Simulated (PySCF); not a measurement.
C3H6BClO

Input

```
{"job": {"kind": "uv", "xc": "CAM-B3LYP", "basis": "def2-SVPD", "nstates": 8, "ntriplets": 3}, "charge": 0, "multiplicity": 1}
C      0.727941    -1.058156    -0.353056
C      0.491083     0.198224     0.056364
B      1.626601     1.224056     0.375024
Cl     3.243560     0.774382     0.206639
O     -0.760842     0.722114     0.240512
C     -1.874204    -0.102050    -0.013333
H      1.742283    -1.391702    -0.472848
H     -0.039019    -1.778617    -0.577008
H      1.371516     2.309742     0.732532
H     -2.749751     0.510899     0.193034
H     -1.897669    -0.431598    -1.057241
H     -1.880300    -0.977979     0.643352
```

Launched as:

```sh
OMP_NUM_THREADS=1 python probes_run.py task.json out
```

Geometry: GFN2-xTB.

Computed with CAM-B3LYP/def2-SVPD, SCF density, gas phase (PySCF 2.14.0).

Question: What can the converged electron density and electron localisation function tell about the bonding?

Answer: C–C (1.34 Å): ρ is about 2.3 e/Å³ halfway; the ELF peaks at about 0.95 between the atoms: a multiple bond.
C–O (1.37 Å): ρ at the midpoint is about 2.3 e/Å³, with its minimum of 1.9 e/Å³ about 0.5 Å from C; the ELF peaks at about 0.90 between the atoms: a polar covalent bond.
C–B (1.56 Å): ρ at the midpoint is about 1.5 e/Å³; the ELF peaks at about 1 between the atoms (a shared electron pair).
B–Cl (1.69 Å): ρ is about 1.5 e/Å³ halfway; the ELF peaks at about 0.90 between the atoms, as expected for a short, strongly polar bond.

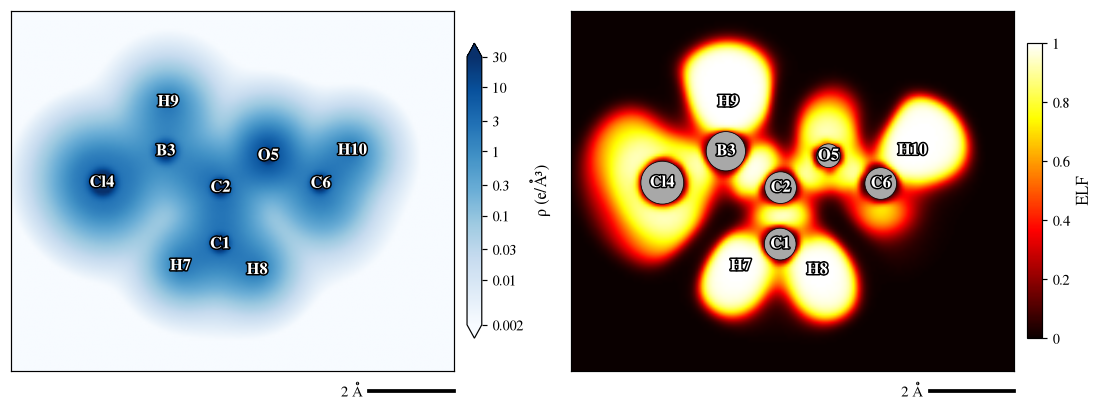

Computed electron density and electron localisation function on the plane of atoms C2, O5 and C6, in this order. Grey discs cover the atomic cores in the ELF map. 
